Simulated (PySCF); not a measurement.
# Cl4Er (Er(Cl)4-): the cost of one run

Program: PySCF 2.14.0. Level of theory: several levels, as the steps say, no spin–orbit coupling. These are calculated values, not measurements.

1 further run of the same task is left out (for a known fault of the program).

### Step 1. The starting structure

5 atoms, charge -1, spin multiplicity 1.

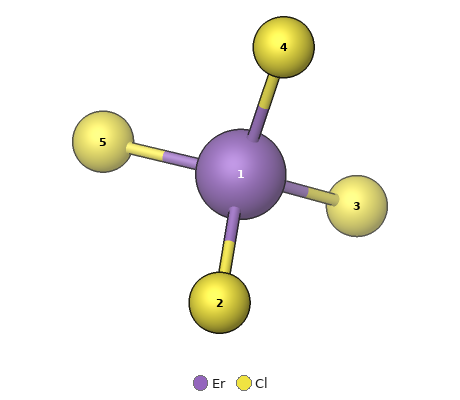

The structure; erbium purple, chlorine yellow; atoms are numbered from 1 in the order of the file.

Coordinates:

```xyz
5
charge -1, multiplicity 1
Er    0.00000    0.00000    0.00000
Cl    1.44761    1.44761    1.44761
Cl   -1.44761   -1.44761    1.44761
Cl    1.44761   -1.44761   -1.44761
Cl   -1.44761    1.44761   -1.44761
```

Formal oxidation states: Er +3. Each metal's 11 4f electrons lie in its core potential, so multiplicities, spins and levels count the valence alone. An earlier session relaxed this geometry at PBE0, Er lcecp-1-SVP with ECP57, Cl def2-SVP (singlet, point group Td).

At PBE0 on the finer grid: E = -1878.324584 Eh, HOMO -4.49 eV, LUMO 3.54 eV, Mulliken charge on Er1 +0.71 e, largest force component 0.004 eV/Å. 

Levels to run: BLYP; r2SCAN; PBE0, TZVP. Hardware: 2 threads of Arm Neoverse V1, shared host.

### Step 2. BLYP

The input, run.py (the lines that set the calculation):

```python
mol = gto.M(atom='''
Er     0.00000     0.00000     0.00000
Cl     1.44761     1.44761     1.44761
Cl    -1.44761    -1.44761     1.44761
Cl     1.44761    -1.44761    -1.44761
Cl    -1.44761     1.44761    -1.44761''',
    basis={'Er': 'lcecp-1-SVP', 'Cl': 'def2-SVP'},
    ecp={'Er': 'lcecp-1-SVP'},
    charge=-1, spin=0)
mf = dft.RKS(mol, xc='BLYP')
mf.grids.atom_grid = (75, 302)  # f atoms: unpruned, at least (60, 302)
mf = mf.density_fit()  # fitting sets: Er AutoAux, Cl def2-universal-JKFIT
mf.conv_tol = 1e-08; mf.max_cycle = 55
mf.kernel(dm0)  # dm0: the density of the relaxed state
```

Command:

```
> OMP_NUM_THREADS=2 python run.py
```

**Question.** How long does this run take on 2 threads of Arm Neoverse V1, shared host?

About 5 s.
